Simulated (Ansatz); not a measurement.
**Al2ClH5O: density, localisation and related maps**

Input file:

```
crystal:
  periodic: [false, false, false]
  atoms:
    - { symbol: Al, position_ang: [0.076052, 0.314607, 0.018545] }
    - { symbol: Cl, position_ang: [0.038207, 0.576031, 2.205579] }
    - { symbol: H, position_ang: [1.490414, 0.418676, -0.664089] }
    - { symbol: H, position_ang: [-1.321493, 0.222931, -0.705962] }
    - { symbol: O, position_ang: [0.085864, -2.493484, 0.951158] }
    - { symbol: Al, position_ang: [-0.755435, -3.597635, -0.055212] }
    - { symbol: H, position_ang: [0.08826, -4.822253, -0.592632] }
    - { symbol: H, position_ang: [-2.268751, -3.307009, -0.43696] }
    - { symbol: H, position_ang: [-0.185819, -1.934965, 1.710573] }
basis:
  gaussian: { orbitals: def2-SVP }
hamiltonian:
  xc: r2scan
  dispersion: d4
relax:
  f_tol: 0.03
  max_steps: 50
output:
  orbitals: {}
```

Command:

```sh
ansatz run input.yaml --threads 2 --pin off --max-ram 3072MiB --backend cpu --events-out ev --progress --plain --runs-dir out
```

The fields are those of the run's last geometry, not of the input's.

Theory: RKS r2SCAN-D4/def2-SVP in Ansatz 0.2.0.

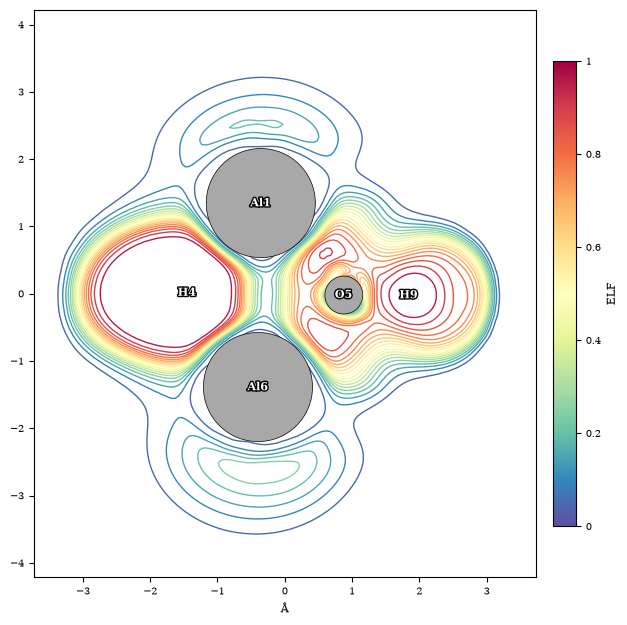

Figure 1. ELF on the plane of atoms H4, Al1 and O5. Grey discs cover the atomic cores.

Question: What does the map show?

Answer: The section cuts through Al, H and O sites.
Al–O (1.84 Å): the ELF peaks at about 0.90 in the valence shell of O, 0.6 Å from its nucleus, and is about 0.45 at the midpoint.
O–H (0.96 Å): the ELF climbs to about 1 towards the hydrogen, as it does in any bond to H; a covalent bond by its length.

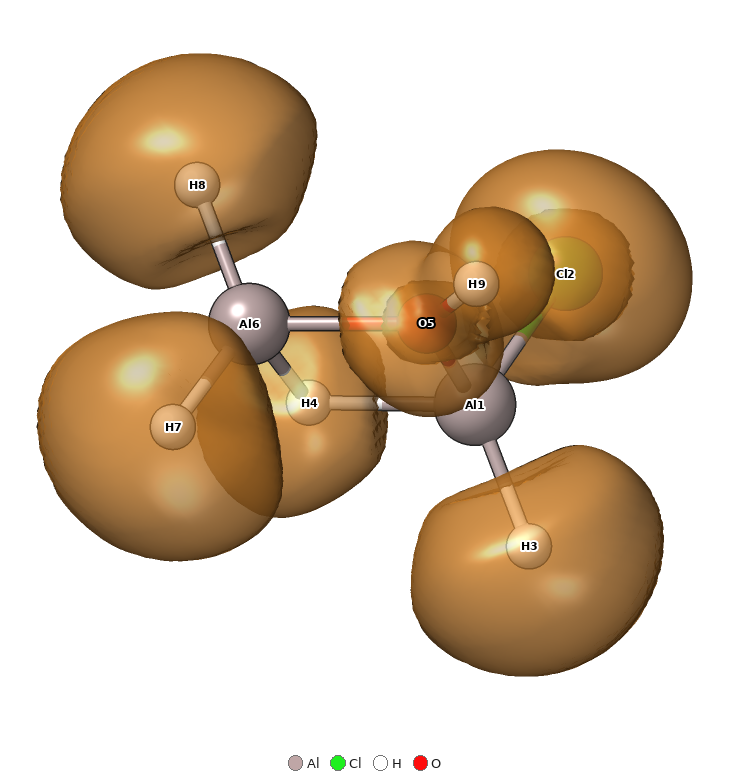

Figure 2. Isosurface of the electron localisation function at 0.75 (orange), seen at a tilt. Core shells and regions of very low density are left out.

Question: Identify the bonds, lone pairs and shells in this picture.

Answer: The surface consists of four regions around hydrogen nuclei, one region on Cl in which the atom's valence shell and bonds are merged and one joined region spread over several atoms (H, O), in which their bonds and any lone pairs are merged.


 Al–Cl (2.12 Å): the ELF peaks at about 0.85 in the valence shell of Cl, 0.9 Å from its nucleus, and is about 0.80 at the midpoint.

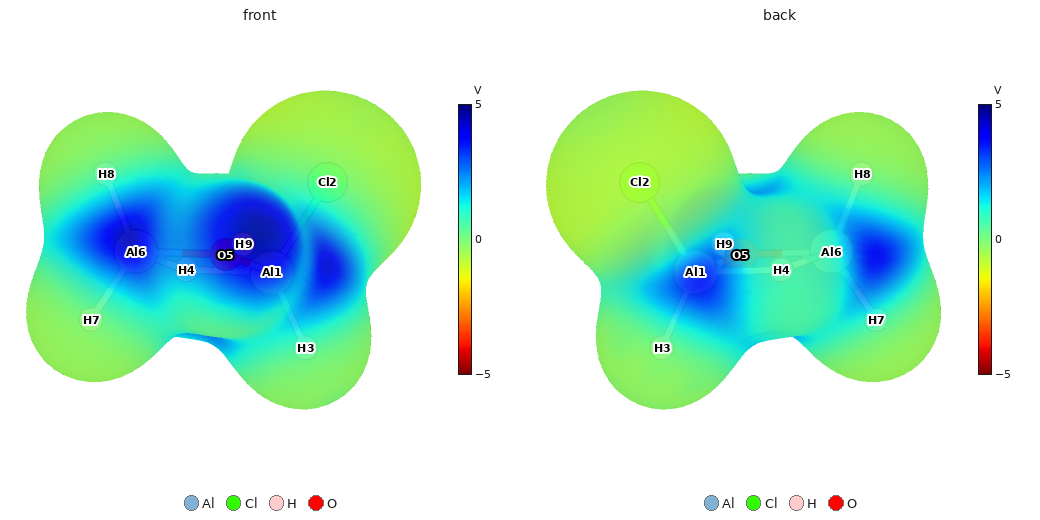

Figure 3. The electrostatic potential painted on the density surface at 0.004 e/bohr³, seen from the front and from behind; red is negative and blue positive.

Question: Describe the electrostatic potential map.

Answer: The most negative region (about −0.8 V) lies over Cl2, the most positive (about +4.5 V) over Al6 and H9.
